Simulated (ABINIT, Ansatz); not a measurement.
## How the form of the self-energy moves the gap of NaI (Fm-3m)

Wanted: the gap of NaI (Fm-3m) under several approximations, with cost.

Calculated with ABINIT 10.8.3; PBE and many-body steps on it, plane waves.

## Step 1: The starting structure

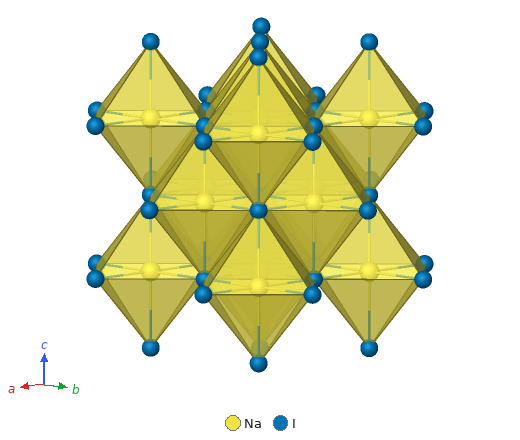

The cell as given, from a free direction (sodium yellow, iodine blue). This picture shows the conventional cell, with its axes. Some periodic images of atoms are drawn too.

The cell and positions come from the Crystallography Open Database and are kept as given unless a step says otherwise. Spin-orbit coupling is left out unless a step names it.

## Step 2: Empty states on the mesh, 4×4×4 mesh, 177 bands

This step: ABINIT 10.8.3; DFT, PBE, plane waves, norm-conserving pseudopotentials.

The sums over transitions need many empty states on a uniform mesh; this step solves for them.

Contents of run.abi:

```
acell 3*1.0 Angstrom
rprim 
  -0.000000000000 3.236400000000 3.236400000000
  3.236400000000 0.000000000000 3.236400000000
  3.236400000000 3.236400000000 0.000000000000
ntypat 2
znucl 11 53
natom 2
typat 1 2
xred 
  0.000000000000 0.000000000000 0.000000000000
  0.500000000000 0.500000000000 0.500000000000
pp_dirpath "pseudos"
pseudos "Na.upf, I.upf"
ecut 38
ngkpt 4 4 4
nshiftk 1
shiftk 0 0 0
kptopt 1
chksymbreak 0
iscf -2
irdden 1
istwfk *1
nband 177
nbdbuf 16
tolwfr 1e-09
nstep 60
prtvol 0
indata_prefix "in"
outdata_prefix "out"
tmpdata_prefix "tmp"
```

On the command line:

```
$ OMP_NUM_THREADS=1 mpirun -n 4 abinit run.abi > log
```

Numbers of over 12 decimals in the logs are rounded to 6 here.

What it wrote:

```text
.Version 10.8.3 of ABINIT. v10.8.2 released Aug 2026.

 Symmetries : space group Fm -3 m (#225); Bravais cF (face-center cubic)
[... echo of the input left out ...]
== DATASET  1 ==================================================================
-   mpi_nproc: 4, omp_nthreads: 1 (-1 if OMP is not activated)

--- !DatasetInfo
iteration_state: {dtset: 1, }
dimensions: {natom: 2, nkpt: 8, mband: 177, nsppol: 1, nspinor: 1, nspden: 1, mpw: 5124, }
cutoff_energies: {ecut:  38.0, pawecutdg:  -1.0, }
[...]
3.38638    3.38638    3.51961    3.52078    3.52078    3.52078    3.52119    3.52119
   3.57221    3.57221    3.57221    3.57275    3.76161    3.76161    3.76163    3.89881
   3.90273
 prteigrs : prtvol=0 or 1, do not print more k-points.

== END DATASET(S) ==============================================================
================================================================================

 -outvars: echo values of variables after computation  --------
            nband         177
             nkpt           8
          spgroup         225
 [... the other variables as echoed above ...]

 Calculation completed.
```

Elapsed: 73 s, on 4 MPI ranks of Intel Xeon Platinum 8375C at 2.90GHz (Ice Lake), shared host; peak memory 0.47 GiB.

This step gave:

```yaml
gap: 3.639 eV
k_of_the_valence_top: 0, 0, 0
k_of_the_conduction_bottom: 0, 0, 0
least_direct_gap: 3.639 eV
k_points_computed: 8
lowest_point_of_the_top_converged_band_above_the_valence_top: 92.0409 eV
```

On this mesh the gap is 3.639 eV.

The density comes from a self-consistent run that is not shown.

## Step 3: Screening, 4×4×4 mesh, 70 bands, screening to 114.3 eV

The RPA dielectric matrix is built and inverted for each q.

This step: RPA screening on PBE, plane waves, norm-conserving pseudopotentials.

run.abi: that of step 2 with these lines changed.

```diff
@@ -20,10 +20,11 @@
 chksymbreak 0
-iscf -2
-irdden 1
 istwfk *1
-nband 177
-nbdbuf 16
-tolwfr 1e-09
-nstep 60
-prtvol 0
+occopt 1
+irdwfk 1
+optdriver 3
+nband 70
+ecuteps 4.2
+inclvkb 2
+awtr 1
+symchi 1
 indata_prefix "in"
```

What it wrote:

```text
.Version 10.8.3 of ABINIT. v10.8.2 released Aug 2026.

 Symmetries : space group Fm -3 m (#225); Bravais cF (face-center cubic)
[... echo of the input left out ...]
== DATASET  1 ==================================================================
-   mpi_nproc: 4, omp_nthreads: 1 (-1 if OMP is not activated)

--- !DatasetInfo
iteration_state: {dtset: 1, }
dimensions: {natom: 2, nkpt: 8, mband: 70, nsppol: 1, nspinor: 1, nspden: 1, mpw: 5124, }
cutoff_energies: {ecut:  38.0, pawecutdg:  -1.0, }
electrons: {nelect:   1.60000000E+01, charge:   0.00000000E+00, occopt:   1.00000000E+00, tsmear:   1.00000000E-02, }

 SCREENING: Calculation of the susceptibility and dielectric matrices

 Based on a program developped by R.W. Godby, V. Olevano, G. Onida, and L. Reining.
 Incorporated in ABINIT by V. Olevano, G.-M. Rignanese, and M. Torrent.
.Using double precision arithmetic ; gwpc =  8

[... cell and pseudopotentials left out ...]
--------------------------------------------------------------------------------

 ==== K-mesh for the wavefunctions ====
 Number of points in the irreducible wedge :     8
[... list of points left out ...]
 Together with 48 symmetry operations and time-reversal symmetry
 yields    64 points in the full Brillouin Zone.

 ==== Q-mesh for the screening function ====
 Number of points in the irreducible wedge :     8
[... list of points left out ...]
 Together with 48 symmetry operations and time-reversal symmetry
 yields    64 points in the full Brillouin Zone.

 setmesh: FFT mesh size selected  =    32x   32x   32
          total number of points  =        32768

 vcoul_init : cutoff-mode = AUXILIARY_FUNCTION
 q-points for optical limit:   1
     1)      0.000010    0.000020    0.000030

- screening: taking advantage of time-reversal symmetry
- Maximum band index for partially occupied states nbvw = 8
- Remaining bands to be divided among processors   nbcw = 62
- Number of bands treated by each node ~15

 Number of electrons calculated from density =   16.0000; Expected =   16.0000
 average of density, n =  0.034971
 r_s =    1.8970
 omega_plasma =   18.0389 [eV]

 calculating chi0 at frequencies [eV] :
  1    0.000000E+00    0.000000E+00
  2    0.000000E+00    1.803886E+01

--------------------------------------------------------------------------------
  q-point number  1        q = ( 0.000000, 0.000000, 0.000000) [r.l.u.]
--------------------------------------------------------------------------------
[... chi0 elements left out ...]
 For q-point:  0.000010 0.000020 0.000030
  dielectric constant =   3.2336
  dielectric constant without local fields =   3.9319

  Average fulfillment of the sum rule on Im[epsilon] for q-point    1 :     57.56  [%]
[... wings left out ...]
  q-point number  2        q = ( 0.250000, 0.000000, 0.000000) [r.l.u.]
--------------------------------------------------------------------------------
[... chi0 elements left out ...]
  Average fulfillment of the sum rule on Im[epsilon] for q-point    2 :     68.53  [%]

 [... 6 further q-points ...]
```

It took 13 s on 4 MPI ranks; peak memory 0.87 GiB; 52 s of CPU time.

This step gave:

- ε∞ with local fields, on this mesh, along the program's q direction: 3.234
- the same without local fields: 3.932
- plasma frequency: 18.04 eV
- plane waves in the screening matrix: 169

Local fields lower ε∞ by 18 %.

## Step 4: G0W0, Godby-Needs plasmon pole

The self-energy is evaluated for the states that the input lists, and the levels follow from it, in one-shot runs by the linearised quasiparticle equation.

This step: G0W0 on PBE, plane waves, norm-conserving pseudopotentials.

run.abi: that of step 3 with these lines changed.

```diff
@@ -23,8 +23,15 @@
 irdwfk 1
-optdriver 3
+optdriver 4
 nband 70
+gwcalctyp 0
+ecutsigx 38
+symsigma 1
+nkptgw 1
+kptgw 
+  0.0000000000 0.0000000000 0.0000000000
+bdgw 
+  6 12
 ecuteps 4.2
-inclvkb 2
-awtr 1
-symchi 1
+irdscr 1
+ppmodel 1
 indata_prefix "in"
```

What it wrote:

```text
.Version 10.8.3 of ABINIT. v10.8.2 released Aug 2026.

 Symmetries : space group Fm -3 m (#225); Bravais cF (face-center cubic)
[... echo of the input left out ...]
== DATASET  1 ==================================================================
-   mpi_nproc: 4, omp_nthreads: 1 (-1 if OMP is not activated)

--- !DatasetInfo
iteration_state: {dtset: 1, }
dimensions: {natom: 2, nkpt: 8, mband: 70, nsppol: 1, nspinor: 1, nspden: 1, mpw: 5124, }
cutoff_energies: {ecut:  38.0, pawecutdg:  -1.0, }
electrons: {nelect:   1.60000000E+01, charge:   0.00000000E+00, occopt:   1.00000000E+00, tsmear:   1.00000000E-02, }

 SIGMA: Calculation of the GW corrections

 Based on a program developped by R.W. Godby, V. Olevano, G. Onida, and L. Reining.
 Incorporated in ABINIT by V. Olevano, G.-M. Rignanese, and M. Torrent.
.Using double precision arithmetic ; gwpc =  8

[... cell and pseudopotentials left out ...]
--------------------------------------------------------------------------------

 ==== K-mesh for the wavefunctions ====
 Number of points in the irreducible wedge :     8
[... list of points left out ...]
 Together with 48 symmetry operations and time-reversal symmetry
 yields    64 points in the full Brillouin Zone.

 ==== Q-mesh for screening function ====
 Number of points in the irreducible wedge :     8
[... list of points left out ...]
 Together with 48 symmetry operations and time-reversal symmetry
 yields    64 points in the full Brillouin Zone.

 vcoul_init : cutoff-mode = AUXILIARY_FUNCTION
 q-points for optical limit:   1
     1)      0.000010    0.000020    0.000030
 setmesh: FFT mesh size selected  =    50x   50x   50
          total number of points  =       125000

 Number of electrons calculated from density =   16.0000; Expected =   16.0000
 average of density, n =  0.034971
 r_s =    1.8970
 omega_plasma =   18.0389 [eV]

 === KS Band Gaps ===
  >>>> For spin  1
   Minimum direct gap =   3.6392 [eV], located at k-point      :   0.0000  0.0000  0.0000
   Fundamental gap    =   3.6392 [eV], Top of valence bands at :   0.0000  0.0000  0.0000
                                       Bottom of conduction at :   0.0000  0.0000  0.0000
 SIGMA fundamental parameters:
 PLASMON POLE MODEL  1
 number of plane-waves for SigmaX                 5065
 number of plane-waves for SigmaC and W            169
 number of plane-waves for wavefunctions          5065
 number of bands                                    70
 number of independent spin polarizations            1
 number of spinorial components                      1
 number of k-points in IBZ                           8
 number of q-points in IBZ                           8
 number of symmetry operations                      48
 number of k-points in BZ                           64
 number of q-points in BZ                           64
 number of frequencies for dSigma/dE                 9
 frequency step for dSigma/dE [eV]                0.25
 number of omega for Sigma on real axis              0
 max omega for Sigma on real axis  [eV]           0.00
 zcut for avoiding poles [eV]                     0.10

 EPSILON^-1 parameters (SCR file):
 dimension of the eps^-1 matrix on file            169
 dimension of the eps^-1 matrix used               169
 number of plane-waves for wavefunctions          5065
 number of bands                                    70
 number of q-points in IBZ                           8
 number of frequencies                               2
 number of real frequencies                          1
 number of imag frequencies                          1

 matrix elements of self-energy operator (all in [eV])

 Perturbative Calculation

--- !SelfEnergy_ee
iteration_state: {dtset: 1, }
kpoint     : [   0.000,    0.000,    0.000, ]
spin       : 1
KS_gap     :    3.639
QP_gap     :    5.427
Delta_QP_KS:    1.788
data: !SigmaeeData |
     Band     E0 <VxcDFT>   SigX SigC(E0)      Z dSigC/dE  Sig(E)    E-E0       E
        6   0.107 -11.384 -14.313   1.540   0.803  -0.245 -12.499  -1.116  -1.008
        7   0.107 -11.384 -14.313   1.540   0.803  -0.245 -12.499  -1.116  -1.008
        8   0.107 -11.384 -14.313   1.540   0.803  -0.245 -12.499  -1.116  -1.008
        9   3.746  -7.312  -3.615  -2.896   0.840  -0.190  -6.640   0.672   4.418
       10   8.073  -7.141  -3.086  -3.173   0.829  -0.207  -6.410   0.731   8.804
       11   8.073  -7.141  -3.086  -3.173   0.829  -0.207  -6.410   0.731   8.804
       12   8.073  -7.141  -3.086  -3.173   0.829  -0.207  -6.410   0.731   8.804

== END DATASET(S) ==============================================================
================================================================================

 -outvars: echo values of variables after computation  --------
           etotal      0.0000000000E+00
            nband          70
             nkpt           8
          spgroup         225
 [... the other variables as echoed above ...]

 Calculation completed.
```

It took 4.6 s on 4 MPI ranks; peak memory 0.72 GiB; 18 s of CPU time.

Numbers from this step:

```
G0W0 gap on the points computed              : 5.426 eV
starting gap on the mesh                     : 3.639 eV
k of the valence top                         : 0, 0, 0
k of the conduction bottom                   : 0, 0, 0
Z at the valence top                         : 0.803
Z at the conduction bottom                   : 0.84
least direct G0W0 gap on the computed points : 5.426 eV
```

The gap on the mesh goes from 3.64 eV to 5.43 eV, a correction of +1.79 eV.

## Step 5: G0W0, Hybertsen-Louie plasmon pole

run.abi: that of step 4 with these lines changed.

```diff
@@ -35,3 +35,3 @@
 irdscr 1
-ppmodel 1
+ppmodel 2
 indata_prefix "in"
```

What it wrote:

```text
.Version 10.8.3 of ABINIT. v10.8.2 released Aug 2026.

 Symmetries : space group Fm -3 m (#225); Bravais cF (face-center cubic)
[... echo of the input left out ...]
== DATASET  1 ==================================================================
-   mpi_nproc: 4, omp_nthreads: 1 (-1 if OMP is not activated)

--- !DatasetInfo
iteration_state: {dtset: 1, }
dimensions: {natom: 2, nkpt: 8, mband: 70, nsppol: 1, nspinor: 1, nspden: 1, mpw: 5124, }
cutoff_energies: {ecut:  38.0, pawecutdg:  -1.0, }
electrons: {nelect:   1.60000000E+01, charge:   0.00000000E+00, occopt:   1.00000000E+00, tsmear:   1.00000000E-02, }

 SIGMA: Calculation of the GW corrections

 Based on a program developped by R.W. Godby, V. Olevano, G. Onida, and L. Reining.
 Incorporated in ABINIT by V. Olevano, G.-M. Rignanese, and M. Torrent.
.Using double precision arithmetic ; gwpc =  8

[... cell and pseudopotentials left out ...]
--------------------------------------------------------------------------------

 ==== K-mesh for the wavefunctions ====
 Number of points in the irreducible wedge :     8
[... list of points left out ...]
 Together with 48 symmetry operations and time-reversal symmetry
 yields    64 points in the full Brillouin Zone.

 ==== Q-mesh for screening function ====
 Number of points in the irreducible wedge :     8
[... list of points left out ...]
 Together with 48 symmetry operations and time-reversal symmetry
 yields    64 points in the full Brillouin Zone.

 vcoul_init : cutoff-mode = AUXILIARY_FUNCTION
 q-points for optical limit:   1
     1)      0.000010    0.000020    0.000030
 setmesh: FFT mesh size selected  =    50x   50x   50
          total number of points  =       125000

 Number of electrons calculated from density =   16.0000; Expected =   16.0000
[...]
number of q-points in BZ                           64
 number of frequencies for dSigma/dE                 9
 frequency step for dSigma/dE [eV]                0.25
 number of omega for Sigma on real axis              0
 max omega for Sigma on real axis  [eV]           0.00
 zcut for avoiding poles [eV]                     0.10

 EPSILON^-1 parameters (SCR file):
 dimension of the eps^-1 matrix on file            169
 dimension of the eps^-1 matrix used               169
 number of plane-waves for wavefunctions          5065
 number of bands                                    70
 number of q-points in IBZ                           8
 number of frequencies                               2
 number of real frequencies                          1
 number of imag frequencies                          1

 matrix elements of self-energy operator (all in [eV])

 Perturbative Calculation

--- !SelfEnergy_ee
iteration_state: {dtset: 1, }
kpoint     : [   0.000,    0.000,    0.000, ]
spin       : 1
KS_gap     :    3.639
QP_gap     :    5.195
Delta_QP_KS:    1.556
data: !SigmaeeData |
     Band     E0 <VxcDFT>   SigX SigC(E0)      Z dSigC/dE  Sig(E)    E-E0       E
        6   0.107 -11.384 -14.313   1.449   0.863  -0.159 -12.661  -1.277  -1.170
        7   0.107 -11.384 -14.313   1.449   0.863  -0.159 -12.661  -1.277  -1.170
        8   0.107 -11.384 -14.313   1.449   0.863  -0.159 -12.661  -1.277  -1.170
        9   3.746  -7.312  -3.615  -3.377   0.873  -0.146  -7.033   0.279   4.025
       10   8.073  -7.141  -3.086  -3.441   0.870  -0.150  -6.607   0.534   8.607
       11   8.073  -7.141  -3.086  -3.441   0.870  -0.150  -6.607   0.534   8.607
       12   8.073  -7.141  -3.086  -3.441   0.870  -0.150  -6.607   0.534   8.607

== END DATASET(S) ==============================================================
================================================================================

 -outvars: echo values of variables after computation  --------
           etotal      0.0000000000E+00
            nband          70
             nkpt           8
          spgroup         225
 [... the other variables as echoed above ...]

 Calculation completed.
```

Wall time 4.6 s (4 MPI ranks); peak memory 0.72 GiB; 18 s of CPU time.

This step gave:

```
G0W0 gap on the points computed              : 5.195 eV
starting gap on the mesh                     : 3.639 eV
k of the valence top                         : 0, 0, 0
k of the conduction bottom                   : 0, 0, 0
Z at the valence top                         : 0.863
Z at the conduction bottom                   : 0.873
least direct G0W0 gap on the computed points : 5.195 eV
```

Against G0W0 in ABINIT (4×4×4 mesh, 70 bands, screening to 114.3 eV, Godby-Needs plasmon pole), the gap moves by −0.231 eV.

## Step 6: G0W0, von der Linden-Horsch plasmon pole

run.abi: that of step 5 with these lines changed.

```diff
@@ -35,3 +35,3 @@
 irdscr 1
-ppmodel 2
+ppmodel 3
 indata_prefix "in"
```

What it wrote:

```text
.Version 10.8.3 of ABINIT. v10.8.2 released Aug 2026.

 Symmetries : space group Fm -3 m (#225); Bravais cF (face-center cubic)
[... echo of the input left out ...]
== DATASET  1 ==================================================================
-   mpi_nproc: 4, omp_nthreads: 1 (-1 if OMP is not activated)

--- !DatasetInfo
iteration_state: {dtset: 1, }
dimensions: {natom: 2, nkpt: 8, mband: 70, nsppol: 1, nspinor: 1, nspden: 1, mpw: 5124, }
cutoff_energies: {ecut:  38.0, pawecutdg:  -1.0, }
[...]
10   8.073  -7.141  -3.086  -3.398   0.874  -0.144  -6.567   0.574   8.647
       11   8.073  -7.141  -3.086  -3.398   0.874  -0.144  -6.567   0.574   8.647
       12   8.073  -7.141  -3.086  -3.398   0.874  -0.144  -6.567   0.574   8.647

== END DATASET(S) ==============================================================
================================================================================

 -outvars: echo values of variables after computation  --------
           etotal      0.0000000000E+00
            nband          70
             nkpt           8
          spgroup         225
 [... the other variables as echoed above ...]

 Calculation completed.
```

Run time: 4 s. Hardware: 4 MPI ranks; peak memory 0.92 GiB.

Numbers from this step:

- G0W0 gap on the points computed: 5.495 eV
- starting gap on the mesh: 3.639 eV
- k of the valence top: 0, 0, 0
- k of the conduction bottom: 0, 0, 0
- least direct G0W0 gap on the computed points: 5.495 eV

Against G0W0 in ABINIT (4×4×4 mesh, 70 bands, screening to 114.3 eV, Godby-Needs plasmon pole), the gap moves by +0.069 eV.

## Step 7: One-shot COHSEX

This step: one-shot COHSEX on PBE, plane waves, norm-conserving pseudopotentials.

run.abi: that of step 6 with these lines changed.

```diff
@@ -25,3 +25,3 @@
 nband 70
-gwcalctyp 0
+gwcalctyp 7
 ecutsigx 38
@@ -35,3 +35,2 @@
 irdscr 1
-ppmodel 3
 indata_prefix "in"
```

What it wrote:

```text
.Version 10.8.3 of ABINIT. v10.8.2 released Aug 2026.

 Symmetries : space group Fm -3 m (#225); Bravais cF (face-center cubic)
[... echo of the input left out ...]
== DATASET  1 ==================================================================
-   mpi_nproc: 4, omp_nthreads: 1 (-1 if OMP is not activated)

--- !DatasetInfo
iteration_state: {dtset: 1, }
dimensions: {natom: 2, nkpt: 8, mband: 70, nsppol: 1, nspinor: 1, nspden: 1, mpw: 5124, }
cutoff_energies: {ecut:  38.0, pawecutdg:  -1.0, }
[...]
10   8.073  -7.141  -3.086  -4.231   1.000   0.000  -7.316  -0.175   7.897
       11   8.073  -7.141  -3.086  -4.231   1.000   0.000  -7.316  -0.175   7.897
       12   8.073  -7.141  -3.086  -4.231   1.000   0.000  -7.316  -0.175   7.897

== END DATASET(S) ==============================================================
================================================================================

 -outvars: echo values of variables after computation  --------
           etotal      0.0000000000E+00
            nband          70
             nkpt           8
          spgroup         225
 [... the other variables as echoed above ...]

 Calculation completed.
```

Wall time 3.2 s (4 MPI ranks); peak memory 0.68 GiB.

This step gave:

```yaml
quasiparticle_gap_on_the_points_computed: 6.541 eV
starting_gap_on_the_mesh: 3.639 eV
k_of_the_valence_top: 0, 0, 0
k_of_the_conduction_bottom: 0, 0, 0
least_direct_quasiparticle_gap_on_the_computed_points: 6.541 eV
```

Against G0W0 in ABINIT (4×4×4 mesh, 70 bands, screening to 114.3 eV, Godby-Needs plasmon pole), the gap moves by +1.115 eV.

(Part 1 of 2 ends here.)

[Paths, hosts, dates, memory and timing lines, banners, echoed tables and standing remarks are left out of the program output.]

[Logs are printed without paths, hosts, clocks, repeated set-up lines and the standing remarks that a program may print on its own settings, such as how far it seeks lower states.]

[Runs of the session that timed out or met a known fault of the program may be left out.]

[Hosts, paths, dates, database ids (printed as entryN), source tags and the programs' standing remarks are cut or masked in the printed files.]

[G0W0 gaps are taken among the corrected bands and points alone; a level outside them can change the order at an edge.]

[Where Ansatz stands beside ABINIT at settings called matched, ABINIT's density can come from a denser mesh and the files from another edition; pairs whose starting gaps differed by over 0.03 eV were left out, so agreement reads better than it is.]
